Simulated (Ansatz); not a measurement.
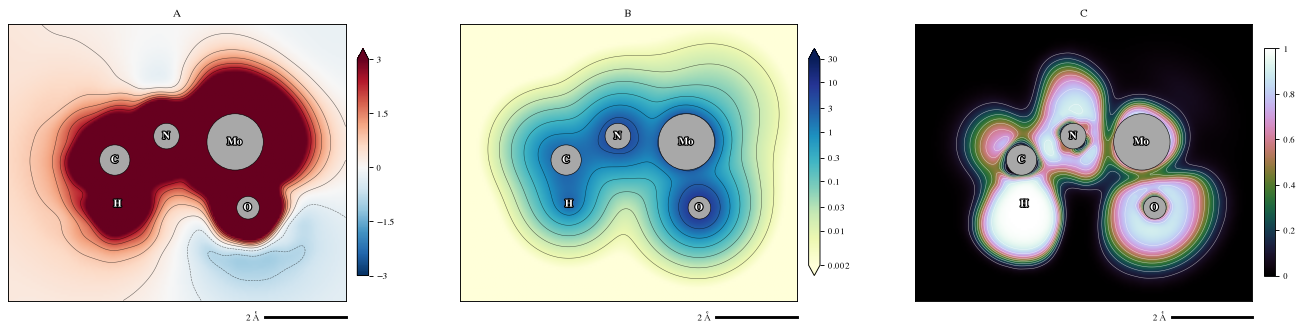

CH3Cl2MoNO (SMILES C[N]=[Mo](=[O])([Cl])[Cl]): 3 fields on the plane of atoms C1, N2 and Mo3, with unlabelled colour scales. Grey discs cover the atomic cores.

Geometry: PBE0-D4/def2-TZVP; core potentials replace the inner electrons of Mo.

Level of theory: RKS PBE0-D4/def2-TZVPP in Ansatz.

```yaml
atoms:
  - { symbol: C, position_ang: [0.9172, -1.2923, -0.1396] }
  - { symbol: N, position_ang: [0.4503, 0.0361, 0.0152] }
  - { symbol: Mo, position_ang: [-0.8389, 1.1568, 0.1218] }
  - { symbol: O, position_ang: [-2.2372, 0.2616, -0.0264] }
  - { symbol: Cl, position_ang: [-0.6313, 2.5938, -1.6166] }
  - { symbol: Cl, position_ang: [-0.7287, 2.1208, 2.1684] }
  - { symbol: H, position_ang: [0.0841, -1.9957, -0.2486] }
  - { symbol: H, position_ang: [1.5584, -1.3535, -1.0245] }
  - { symbol: H, position_ang: [1.5146, -1.5738, 0.7331] }
```

The panels show electron density, electron localisation function and electrostatic potential in some order. Assign them.

Answer. Panel A: electrostatic potential (strongly positive close to the atoms, with negative regions outside electron-rich atoms). Panel B: electron density. Panel C: electron localisation function. From the grid: C–N (1.42 Å): ρ at the midpoint is about 2 e/Å³; the ELF peaks at about 0.90 between the atoms, as expected for a covalent bond. Mo–O (1.67 Å): the density is about 2.1 e/Å³ at the midpoint; the ELF peaks at about 0.80 in the valence shell of O, 0.5 Å from its nucleus, and drops to about 0.40 between the two atoms.
